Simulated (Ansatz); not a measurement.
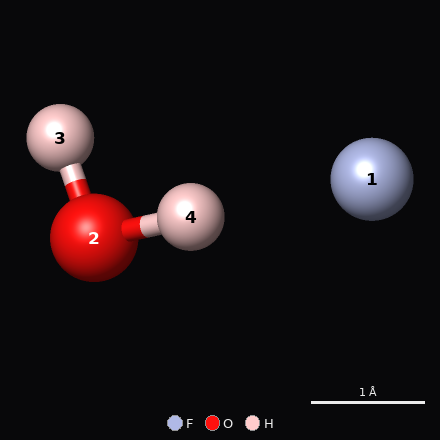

Figure made from data computed with Ansatz.

Atoms carry their numbers in the input. The species has charge −1 and is a spin singlet. Geometry: a pair of rigid molecules at a changed separation.

> Describe the coordination of atom 2.

O2 has 2 neighbours (H3 at 0.96, H4 at 1.07 Å); the arrangement is bent.
